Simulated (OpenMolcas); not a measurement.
**AlNH4 (SMILES [NH2][AlH2]): the energy, rung by rung**

The species is AlNH4 (6 atoms), meant as a singlet with charge 0. SMILES: `[NH2][AlH2]`. Geometry: a GFN2-xTB relaxation, a rough one for these elements and not checked as a minimum.

```jsonl
{"atom": "N", "x (Å)": "0.0333", "y (Å)": "-0.9536", "z (Å)": "0.0825"}
{"atom": "Al", "x (Å)": "-0.0241", "y (Å)": "0.8126", "z (Å)": "-0.0759"}
{"atom": "H", "x (Å)": "0.5450", "y (Å)": "-1.6048", "z (Å)": "-0.5026"}
{"atom": "H", "x (Å)": "-0.4499", "y (Å)": "-1.5022", "z (Å)": "0.7866"}
{"atom": "H", "x (Å)": "0.0937", "y (Å)": "1.5182", "z (Å)": "-1.4412"}
{"atom": "H", "x (Å)": "-0.1981", "y (Å)": "1.7298", "z (Å)": "1.1506"}
```

Each level gives the energy change with the N1–H3 bond stretched from 1.014 to 1.775 Å (eV). The values are calculated.

```
                    level                   kind     program  value (eV)  less FCI/STO-3G  CPU time (all runs)
   HF/STO-3G (restricted)           Hartree–Fock  OpenMolcas        5.71            +1.86                3.8 s
SVWN5/STO-3G (restricted)                    LDA  OpenMolcas        4.20            +0.35                 11 s
  PBE/STO-3G (restricted)                    GGA  OpenMolcas        4.00            +0.15                 13 s
  MP2/STO-3G (restricted)    perturbation theory  OpenMolcas        4.59            +0.74                4.3 s
       CASPT2(2,2)/STO-3G         multireference  OpenMolcas        3.86            +0.01                4.5 s
         MRCI(2,2)/STO-3G         multireference  OpenMolcas        3.87            +0.02                4.5 s
    SC-NEVPT2(2,2)/STO-3G         multireference  OpenMolcas        3.89            +0.04                4.5 s
 CISD/STO-3G (restricted)  coupled cluster or CI  OpenMolcas        4.15            +0.30                4.4 s
               FCI/STO-3G     exact in the basis  OpenMolcas        3.85             0.00              2.3 min
```

FCI/STO-3G is exact within its basis and frozen core, so for wave-function methods in that basis the difference is their error; functionals converge differently with the basis, so for them it is only a difference. Spin-restricted single references rise too steeply as a bond breaks, Hartree–Fock most of all. The first shape isn't each level's own minimum. The values span 3.85 to 5.71 eV. All rows use very small basis sets, so even the best lies far from the true value. CPU times are rough (shared hosts, several kinds of processor): they show what a rung costs within a factor of a few.

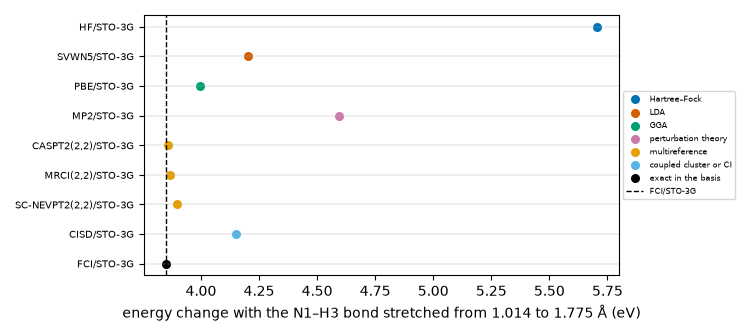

The values of the table, level by level.
